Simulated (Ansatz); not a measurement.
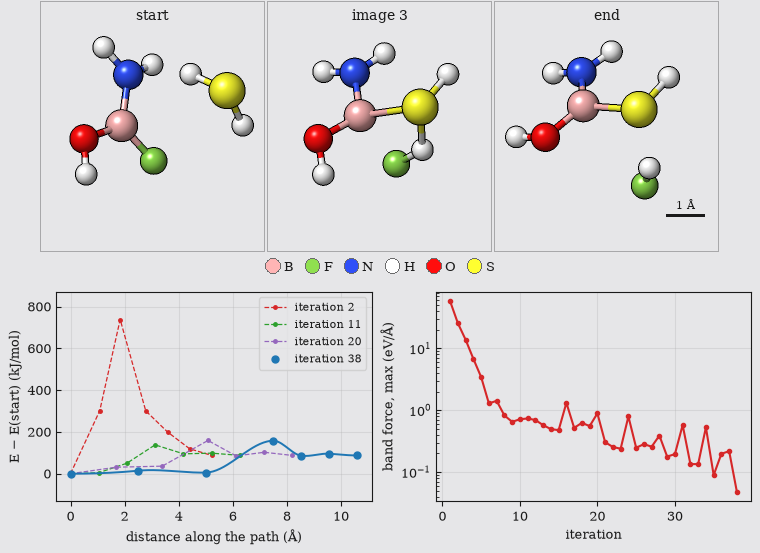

NEB run on BNH$_{5}$SOF, made up at the start of BNH3OF and H2S. Images are numbered from 0 (start) to 6 (end). The plot follows the band through its iterations. The picture is a ball-and-stick view, seen at a tilt.

These are results of RKS PBE/def2-SVP in Ansatz 0.2.0, not measurements. Set-up: 5 movable images; climbing image; force threshold 0.05 eV/Å; iteration limit 60; spring constant 20.0 eV/Å²; starting path through a guess of the saddle point.

Did the band converge, and can the barrier be trusted?

The run is converged, with reservations. The band converged in 38 iterations. The largest component of the band force went from 58 to 0.048 eV/Å. The climbing image converged on the top of the path. Its curvatures weren't checked. The first iteration put the highest image at 1567.4 kJ/mol. The highest point, image 3, lies 157.8 kJ/mol above the start and 70.3 kJ/mol above the end; the end is at +87.5 kJ/mol relative to the start. The profile has 3 maxima (images 1, 3, 5) with a dip at image 2, 4 (+5.4 kJ/mol, +86.0 kJ/mol), so the process runs in steps.

Limits of the set-up: the start holds two separate molecules, 2.3 Å apart at their closest, whose relative position is a soft coordinate and is computed without a dispersion correction.
